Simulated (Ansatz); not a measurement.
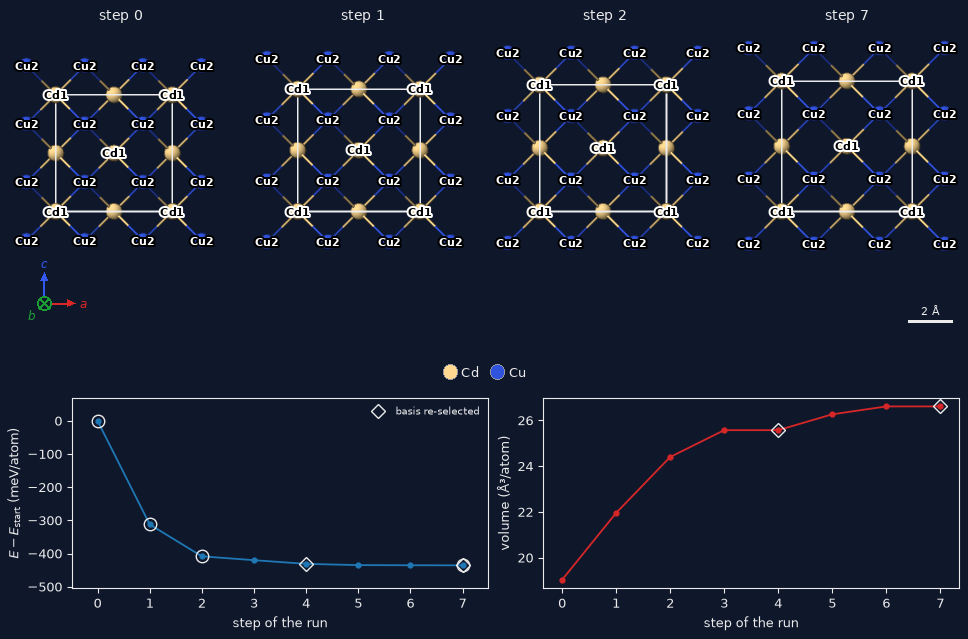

Frames of a relaxation of crystalline CdCu (a generated structure, set up in F-43m) (coarse preliminary run), marked on the history of the run. A ball-and-stick model of the conventional cell (4 times the calculation's cell), seen along the b axis. Lengths and directions refer to the drawn axes.

These are results of DFT PBE, scalar-relativistic, plane waves, PAW in Ansatz, not measurements.

The input:
```yaml
crystal:
  lattice:
    - [0.0, 2.67004519, 2.67004519]
    - [2.67004519, 0.0, 2.67004519]
    - [2.67004519, 2.67004519, 0.0]
  atoms:
    - { symbol: Cd, position: [0.0, 0.0, 0.0] }
    - { symbol: Cu, position: [0.75, 0.75, 0.75] }
basis:
  ecutwfc: 420
kpoints:
  mp_grid: { grid: [6, 6, 6] }
hamiltonian:
  xc: pbe
scf:
  occupations: { method: gaussian, width: 0.1 }
  lower_state_search: "off"
output:
  forces: true
  stress: true
  eigenvalues: true
relax:
  adjacent_minimum: "off"
  f_tol: 0.04
  max_steps: 70
  cell: { stress_tol: 0.4 }
```

Launched with:
```bash
ansatz run input.yaml --threads 1 --pin off --max-ram 2048MiB --backend cpu --events-out ev --progress --plain --runs-dir out
```

> Describe the path.

The atoms keep their places relative to the cell (all moves are under 0.005 Å). The volume changes by +39.8 %, with a = b = c 5.340 → 5.971 Å (+11.8 %). Among the contacts that change: Cd1–Cu2 2.312 → 2.586 Å. The space group stays F-43m (No. 216). Over 5 accepted moves (7 points after the start) the energy falls by 435 meV per atom. All forces vanish by symmetry, so only the cell relaxes. The pressure goes from 25.94 to 0.01 GPa. The SCF was repeated twice at an unchanged geometry on a basis and grid sized afresh for the cell, which shifted the energy by 11.1 meV per atom at most. The run took 14 s on 1 thread of Arm Neoverse V2, on a shared host, peak memory 0.33 GiB. From step 0 to 1: volume +15.3 %, energy −312 meV per atom. From step 1 to 2: volume +11.1 %, energy −96.0 meV per atom. From step 2 to 7: volume +9.1 %, energy −27.2 meV per atom.

| step | E − E(0), meV/atom | pressure, GPa | volume, Å³/atom | note |
| --- | --- | --- | --- | --- |
| 0 | 0.00 | 25.94 | 19.035 |  |
| 1 | -312.17 | 10.26 | 21.957 |  |
| 2 | -408.19 | 3.00 | 24.401 |  |
| 3 | -419.82 | 0.35 | 25.574 |  |
| 4 | -430.95 | 1.42 | 25.574 | same geometry, new basis |
| 5 | -434.70 | 0.46 | 26.267 |  |
| 6 | -435.09 | 0.04 | 26.612 |  |
| 7 | -435.41 | 0.01 | 26.612 | same geometry, new basis |
